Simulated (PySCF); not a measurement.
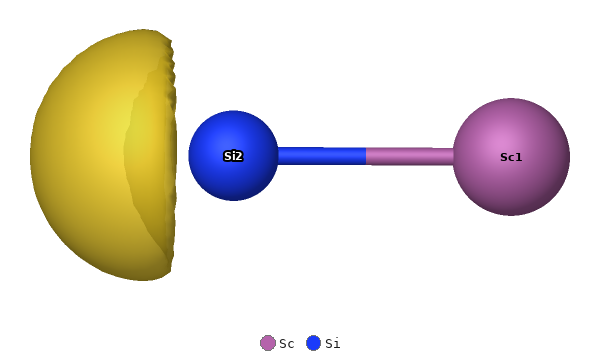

The picture shows: ScSi (quartet). Isosurface of the electron localisation function at 0.9 (yellow), seen from one side. Core shells and regions of very low density are left out.

⟨S²⟩ = 3.80, above the pure value of 3.75.

The calculation used PBE0/def2-TZVPP, non-relativistic Hamiltonian with scalar-relativistic core potentials where named, at a bond length of 2.501 Å (PySCF).

```yaml
atoms:
  - { symbol: Sc, position_ang: [0.0000, 0.0000, -0.9594] }
  - { symbol: Si, position_ang: [0.0000, 0.0000, 1.5416] }
```

Q: Describe the localisation domains.

A: The ELF exceeds this value in one lobe on Si, pointing away from the bonds (non-bonding electrons). Profiles from the grid: Sc–Si (2.50 Å): the ELF peaks at about 0.80 in the valence shell of Si, 1.0 Å from its nucleus, and is about 0.60 at the midpoint.
